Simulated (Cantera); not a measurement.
A closed system holds: 1 mol FeS, 600 mol H2, 1.5 mol H2O, at 0.000100 bar.

Equilibrium computed with Cantera from the NASA thermochemical tables; the gas is ideal and each condensed phase is pure. Candidate condensed phases: Fe, FeO, Fe(OH)2, Fe(OH)3, FeS, FeSO4, FeS2, Fe2O3, Fe2(SO4)3, Fe3O4, H2O, H2SO4, S; 22 gas species. Mutual solubility and eutectic melting of coexisting phases are not modelled. FeS: taken at fixed stoichiometry. Gases not in the tables: S3 to S7. Equilibrium is a limit: real reactors are often held back by kinetics, nucleation or transport.

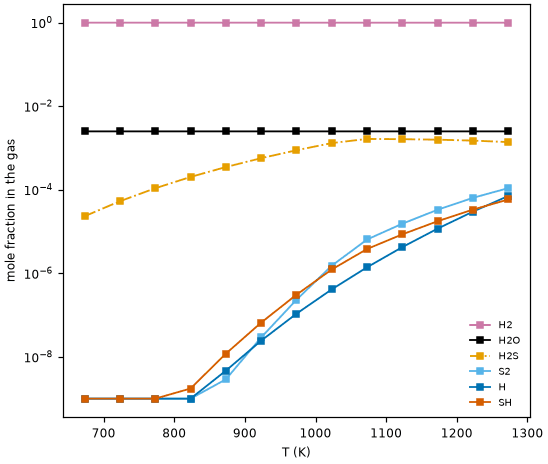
Figure: Equilibrium gas composition (values under 1e-9 drawn at 1e-9)

Task: Read off the mole fractions at 873 K.

Result: H2 about 1.00, H2O about 0.0025, H2S about 0.00035, SH about 1.2e-8.
